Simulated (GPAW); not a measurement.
# Quasiparticle gap of BiOBr (P4/nmm) in GPAW

Aim: the G0W0 gap of BiOBr (P4/nmm) on LDA, step by step.

Calculated with GPAW 26.7.0; LDA and many-body steps on it, plane waves.

The database entry behind the starting cell differs from later determinations by our own check (0.1 to 0.3 % short, probably kX units), so it need not match the best structure at ambient conditions.

## Step 1: The structure

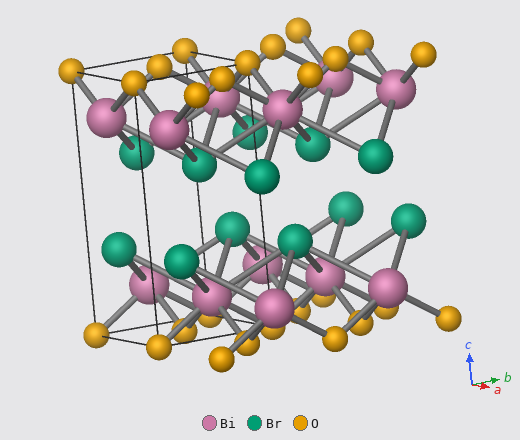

Start, viewed from a free direction; bismuth pink, bromine teal, oxygen orange. 2×2×1 cells are drawn. Some periodic images of atoms are drawn too.

Structure file:

```cif
data_structure
_symmetry_space_group_name_H-M 'P 1'
_symmetry_Int_Tables_number 1
_cell_length_a 3.9160
_cell_length_b 3.9160
_cell_length_c 8.0770
_cell_angle_alpha 90.000
_cell_angle_beta 90.000
_cell_angle_gamma 90.000
_cell_volume 123.86
loop_
_atom_site_label
_atom_site_type_symbol
_atom_site_fract_x
_atom_site_fract_y
_atom_site_fract_z
_atom_site_occupancy
Bi1 Bi 0.00000 0.50000 0.15400 1
Bi2 Bi 0.50000 0.00000 0.84600 1
Br3 Br 0.00000 0.50000 0.65300 1
Br4 Br 0.50000 0.00000 0.34700 1
O5 O 0.00000 0.00000 0.00000 1
O6 O 0.50000 0.50000 0.00000 1
```

The cell and positions come from the Crystallography Open Database and are kept as given unless a step says otherwise. Spin-orbit coupling is left out unless a step names it.

## Step 2: Ground state

This step: GPAW 26.7.0; DFT, LDA, plane waves, PAW.

The ground-state density comes first.

run.py

```python
import json
import numpy as np
from gpaw.mpi import world
from ase import Atoms
from gpaw import GPAW, PW, FermiDirac

atoms = Atoms(['Bi', 'Bi', 'Br', 'Br', 'O', 'O'],
    cell=[[3.9160000000, 0.0000000000, 0.0000000000],
      [0.0000000000, 3.9160000000, 0.0000000000],
      [0.0000000000, 0.0000000000, 8.0770000000]],
    scaled_positions=[[0.0000000000, 0.5000000000, 0.1540000000],
      [0.5000000000, 0.0000000000, 0.8460000000],
      [0.0000000000, 0.5000000000, 0.6530000000],
      [0.5000000000, 0.0000000000, 0.3470000000],
      [0.0000000000, 0.0000000000, 0.0000000000],
      [0.5000000000, 0.5000000000, 0.0000000000]],
    pbc=(True, True, True))
calc = GPAW(mode=PW(600),
    xc='LDA',
    kpts={'size': (6, 6, 4), 'gamma': True},
    occupations=FermiDirac(0.001),
    nbands=-9,
    convergence={'density': 1e-6, 'bands': -3},
    maxiter=100,
    txt='gs.txt')
atoms.calc = calc
res = {'energy': atoms.get_potential_energy()}
kpts = calc.get_ibz_k_points()
res['kpts'] = kpts
res['eigenvalues'] = [calc.get_eigenvalues(kpt=k) for k in range(len(kpts))]
res['n_electrons'] = calc.get_number_of_electrons()
calc.write('gs.gpw')

if world.rank == 0:
    with open('result.json', 'w') as f:
        json.dump(res, f, default=lambda x: x.tolist())
```

Command:

```
$ mpirun -n 8 gpaw python run.py
```

Numbers of over 12 decimals in the logs are rounded to 6 here.

The program printed:

```text
__  _  _
 | _ |_)|_||  |
 |__||  | ||/\| - 26.7.0

Input parameters:
  mode=PW(ecut=600.0),
  convergence={'density': 1e-06, 'bands': -3},
  kpts=MonkhorstPack(size=(6, 6, 4), gamma=True),
  maxiter=100,
  nbands=-9,
  occupations=Occupations(name='fermi-dirac', width=0.001, fixmagmom=False),
  xc=XC(name='LDA')
  [... matrices ...]
Diagonalizing LCAO Hamiltonian
Converting LCAO to pw mode
   .---------.
  /|         |
 * |         |
 | |         |
 |Br  Bi     |
 | |         |
 | |         |
 | |         |
 | |         |
 |Bi  Br     |
 | .---------.
 |/    O    /
 O---------*

Atoms  # Å, Bohr magnetons
|   | symbol |        x |        y |        z |    initial magnetic moments |
| 0 |     Bi | 0.000000 | 1.958000 | 1.243858 | ( 0.0000,  0.0000,  0.0000) |
| 1 |     Bi | 1.958000 | 0.000000 | 6.833142 | ( 0.0000,  0.0000,  0.0000) |
| 2 |     Br | 0.000000 | 1.958000 | 5.274281 | ( 0.0000,  0.0000,  0.0000) |
| 3 |     Br | 1.958000 | 0.000000 | 2.802719 | ( 0.0000,  0.0000,  0.0000) |
| 4 |      O | 0.000000 | 0.000000 | 0.000000 | ( 0.0000,  0.0000,  0.0000) |
| 5 |      O | 1.958000 | 1.958000 | 0.000000 | ( 0.0000,  0.0000,  0.0000) |

Unit cell  # Å
| periodic |        x |        y |        z |  lengths |    angles |
|      yes | 3.916000 | 0.000000 | 0.000000 | 3.916000 | 90.000000 |
|      yes | 0.000000 | 3.916000 | 0.000000 | 3.916000 | 90.000000 |
|      yes | 0.000000 | 0.000000 | 8.077000 | 8.077000 | 90.000000 |

Number of symmetries: 8
Symmetry operations  # r_c * U_cc + t_c -> r_c
|   | kind |            matrix            |
| 0 |  E   |  1, 0, 0,  0, 1, 0,  0, 0, 1 |
| 1 |  σ   |  1, 0, 0,  0,-1, 0,  0, 0, 1 |
| 2 |  C2  |  0, 1, 0,  1, 0, 0,  0, 0,-1 |
| 3 |  S4  |  0, 1, 0, -1, 0, 0,  0, 0,-1 |
| 4 |  S4  |  0,-1, 0,  1, 0, 0,  0, 0,-1 |
| 5 |  C2  |  0,-1, 0, -1, 0, 0,  0, 0,-1 |
| 6 |  σ   | -1, 0, 0,  0, 1, 0,  0, 0, 1 |
| 7 |  C2  | -1, 0, 0,  0,-1, 0,  0, 0, 1 |

BZ-sampling:
  Number of BZ points: 144
  Number of IBZ points: 30

  Monkhorst-Pack size: [6, 6, 4]
  Monkhorst-Pack shift: [0.083333, 0.083333, 0.125]

K-points  # in reciprocal-cell coordinates
|     |                                coordinates |     weight |
|   0 | (  0.00000000,   0.00000000,   0.00000000) | 0.00694444 |
|   1 | (  0.00000000,   0.00000000,   0.25000000) | 0.01388889 |
|   2 | (  0.00000000,   0.00000000,   0.50000000) | 0.00694444 |
|   3 | (  0.16666667,   0.00000000,   0.00000000) | 0.02777778 |
|   4 | (  0.16666667,   0.00000000,   0.25000000) | 0.05555556 |
|   5 | (  0.16666667,   0.00000000,   0.50000000) | 0.02777778 |
|   6 | (  0.16666667,   0.16666667,   0.00000000) | 0.02777778 |
|   7 | (  0.16666667,   0.16666667,   0.25000000) | 0.05555556 |
|   8 | (  0.16666667,   0.16666667,   0.50000000) | 0.02777778 |
|   9 | (  0.33333333,   0.00000000,   0.00000000) | 0.02777778 |
| ... |                                            |            |
|  29 | (  0.50000000,   0.50000000,   0.50000000) | 0.00694444 |

Plane wave coefficients: 4152
Cutoff: 600.0 eV

Spin-components: 1 (collinear spins)
Bands:           37
Projectors:      32
Spin-degeneracy: 2
Datatype:        complex128

  Storage: CPU
  Wave functions: 73_046_880 bytes (9_130_860 per core)
  Projectors: 61_201_440 bytes (7_650_180 per core)
  [... matrices ...]
Parallelization:
  kpt:    8
  domain: 1
  band:   1

Density:
  Valence electrons: 56.0
  Components: 1
  Grid points: [24 24 48]
  Charge: 0.0  # |e|

Potential:
  Grid points: [24 24 48]

species:
  Bi:
    name:    Bismuth
    Z:       83.0
    valence: 15
    core:    68
    charge:  0.0  # [|e|]
    compensation charges:
      type: gauss
      rc: 0.38  # [Å]
      lmax: 2
    cutoffs:
      filter: 2.23  # [Å]
      core: 2.33  # [Å]
    projectors
    | kind |    occ | energy [eV] | rcut [Å] |
    |   6s |  2.000 |     -14.665 |    1.286 |
    |   6p |  3.000 |      -4.777 |    1.275 |
    |   5d | 10.000 |     -27.225 |    1.349 |
    |    s |        |      12.546 |    1.286 |
    |    p |        |      22.434 |    1.275 |
    |    d |        |      -0.013 |    1.349 |

    Using partial waves for Bi as LCAO basis

  Br:
    name:    Bromine
    Z:       35.0
    valence: 7
    core:    28
    charge:  0.0  # [|e|]
    compensation charges:
      type: gauss
      rc: 0.35  # [Å]
      lmax: 2
    cutoffs:
      filter: 1.98  # [Å]
      core: 2.38  # [Å]
    projectors
    | kind |    occ | energy [eV] | rcut [Å] |
    |   4s |  2.000 |     -20.306 |    1.111 |
    |   4p |  5.000 |      -8.003 |    1.111 |
    |    s |        |       6.906 |    1.111 |
    |    p |        |      19.208 |    1.111 |
    |    d |        |       0.000 |    1.111 |

    Using partial waves for Br as LCAO basis

  O:
    name:    Oxygen
    Z:       8.0
    valence: 6
    core:    2
    charge:  0.0  # [|e|]
    compensation charges:
      type: gauss
      rc: 0.21  # [Å]
      lmax: 2
    cutoffs:
      filter: 1.17  # [Å]
      core: 0.83  # [Å]
    projectors
    | kind |    occ | energy [eV] | rcut [Å] |
    |   2s |  2.000 |     -23.752 |    0.688 |
    |   2p |  4.000 |      -9.195 |    0.598 |
    |    s |        |       3.459 |    0.688 |
    |    p |        |      18.016 |    0.598 |
    |    d |        |       0.000 |    0.619 |

    Using partial waves for O as LCAO basis

Reference energy: -1314757.600263  # eV

eigensolver:
  PPCG
  Converge bands: -3
  niter=2

density mixing:
  MSR1-Mixer
  Pratt-step length: 0.05
  Maximum mixing coefficient: 0.75
  Old densities: 10
  SVD Regularization: 0.005
  Good broyden scale: 1.0
  Trust region scale: 1.0
  Backstep threshold: 4.0
  History deletion threshold: 6.0
  Fourier metric: weight=20.0, sigma=0.015

occupation numbers:
  Fermi-Dirac:
    width: 0.0010  # eV

poisson solver:
  ecut: 4800.0  # eV

xc functional:
  name: None

Initialization done in: 3.051 s

convergence criteria:
- Maximum integral of absolute [dens]ity change: 1e-06 electrons / valence electron
- Maximum [total energy] change in last 3 cyles: 0.0005 eV / valence electron
- Maximum integral of absolute [eigenst]ate change: 4e-08 eV^2 / valence electron
maximum number of iterations: 100

SCF iterations
|iter     |     time |      energy | eigst |  dens |
|iter:   1|  |  -37.795572 | +0.25 |       |
|iter:   2|  |  -36.598873 | -1.20 | -1.03 |
|iter:   3|  |  -33.962497 | -1.01 | -1.09 |
|iter:   4|  |  -33.927230 | -1.91 | -1.58 |
|iter:   5|  |  -33.889989 | -2.28 | -1.78 |
|iter:   6|  |  -33.879898 | -3.06 | -2.03 |
|iter:   7|  |  -33.880076c| -4.54 | -3.01 |
|iter:   8|  |  -33.880126c| -5.35 | -3.49 |
|iter:   9|  |  -33.880130c| -6.30 | -4.36 |
|iter:  10|  |  -33.880130c| -7.11 | -4.48 |
|iter:  11|  |  -33.880130c| -7.56c| -4.74 |
|iter:  12|  |  -33.880130c| -8.25c| -5.60 |
|iter:  13|  |  -33.880130c| -8.77c| -6.09c|

Converged in 13 steps
SCF loop duration: 11.547 s (0.888 s/step)
Energy contributions relative to reference atoms: (reference = -1314757.600263)
  [... matrices ...]
Energy contributions:
  Kinetic:          62.480753
  Coulomb:         -58.802653
  Zero:             -2.939560
  External:          0.000000
  Xc:              -34.618670
  Entropy:          -0.000000
  Spinorbit:         0.000000
  ----------------------------
  Free energy:     -33.880130
  Extrapolated:    -33.880130

dipole moment: (-41.825844, -41.825844, -45.326605)  # |e|*Ang

Fermi level: 5.451
Eigenvalues  # (at kpt = [0.000, 0.000, 0.000])
| band index |      eig [eV] | occ [0-2] |
|          0 |       -17.835 |     2.000 |
|        ... |               |           |
|         20 |         2.545 |     2.000 |
|         21 |         2.694 |     2.000 |
|         22 |         3.257 |     2.000 |
|         23 |         3.383 |     2.000 |
|         24 |         3.383 |     2.000 |
|         25 |         3.649 |     2.000 |
|         26 |         3.649 |     2.000 |
|         27 |         3.728 |     2.000 |
|         28 |         6.666 |     0.000 |
[...]
|         32 |        10.933 |     0.000 |
|         33 |        10.933 |     0.000 |
|         34 |        11.189 |     0.000 |
|         35 |        12.391 |     0.000 |
|         36 |        12.655 |     0.000 |

Gap: 2.075 eV
Transition (v -> c):
  (s=0, k=11, n=27, [0.33, 0.00, 0.50]) -> (s=0, k=2, n=28, [0.00, 0.00, 0.50])
Direct/indirect transitions are different
Direct gap: 2.192 eV
Transition at: (s=0, k=2, n=27, [0.00, 0.00, 0.50])
# Writing to gs.gpw (mode='')
  [... matrices ...]
```

Elapsed: 17 s, on 8 MPI ranks of Intel Xeon Platinum 8488C (Sapphire Rapids), shared host; peak memory 1.8 GiB.

Numbers from this step:

```
total energy               : -33.88 eV
gap                        : 2.075 eV
k of the valence top       : 0.3333, 0, 0.5
k of the conduction bottom : 0, 0, 0.5
least direct gap           : 2.192 eV
```

The gap is indirect, with the least direct gap 0.12 eV higher.

## Step 3: Empty states on the mesh, 4×4×2 mesh, 805 bands

The sums over transitions need many empty states on a uniform mesh; this step solves for them.

run.py

```python
import json
import numpy as np
from gpaw.mpi import world
from gpaw import GPAW

calc = GPAW('gs.gpw').fixed_density(kpts={'size': (4, 4, 2), 'gamma': True},
    parallel={'domain': 1, 'band': 1},
    txt='nscf.txt')
calc.diagonalize_full_hamiltonian(nbands=805)
calc.write('full.gpw', mode='all')
res = {}
kpts = calc.get_ibz_k_points()
res['kpts'] = kpts
res['eigenvalues'] = [calc.get_eigenvalues(kpt=k) for k in range(len(kpts))]
res['n_electrons'] = calc.get_number_of_electrons()

if world.rank == 0:
    with open('result.json', 'w') as f:
        json.dump(res, f, default=lambda x: x.tolist())
```

Command:

```
$ mpirun -n 8 gpaw python run.py
```

The program printed:

```text
Diagonalizing LCAO Hamiltonian
Converting LCAO to pw mode
convergence criteria:
- Maximum integral of absolute [eigenst]ate change: 4e-08 eV^2 / valence electron
maximum number of iterations: 100

SCF iterations
|iter     |     time |      energy | eigst |  dens |
|iter:   1|  |             | +0.42 |       |
|iter:   2|  |             | -1.03 |       |
|iter:   3|  |             | -2.32 |       |
|iter:   4|  |             | -3.52 |       |
|iter:   5|  |             | -4.75 |       |
|iter:   6|  |             | -5.74 |       |
|iter:   7|  |             | -6.69 |       |
|iter:   8|  |             | -7.48c|       |
SCF steps: 8
  __  _  _
 | _ |_)|_||  |
 |__||  | ||/\| - 26.7.0

Input parameters:
  mode=PW(ecut=600.0),
  convergence={'density': 1e-06, 'bands': -3},
  gpts=array([24, 24, 48]),
  kpts=MonkhorstPack(size=(4, 4, 2), gamma=True),
  maxiter=100,
  nbands=37,
  occupations=Occupations(name='fermi-dirac', width=0.001, fixmagmom=False),
  parallel={'domain': 1, 'band': 1},
  xc=XC(name='LDA')
Matrix size: 4113x4113
# Writing to full.gpw (mode='all')
  [... matrices ...]

timing:  # [seconds]
  Total: 110.669  # ━━━━━━━━━━━━━━━━━━━━━━━━━━━━━━━━━━━━━━━━━━━━━━━━━━━━━━━━━
```

The job ended after 2 min (8 MPI ranks; peak memory 11 GiB; 16 min of CPU time).

Numbers from this step:

```
gap                                                           : 2.139 eV
k of the valence top                                          : 0.5, 0, 0.5
k of the conduction bottom                                    : 0, 0, 0.5
least direct gap                                              : 2.192 eV
k points computed                                             : 12
lowest point of the top converged band, above the valence top : 187.5363 eV
```

On this mesh the gap is 2.139 eV. The earlier step found 2.075 eV, so this mesh misses an edge.

(Part 1 of 2 ends here.)

[Paths, hosts, dates, memory and timing lines, banners, echoed tables and standing remarks are left out of the program output.]

[Logs are printed without paths, hosts, clocks, repeated set-up lines and the standing remarks that a program may print on its own settings, such as how far it seeks lower states.]

[Runs of the session that timed out or met a known fault of the program may be left out.]

[Hosts, paths, dates, database ids (printed as entryN), source tags and the programs' standing remarks are cut or masked in the printed files.]
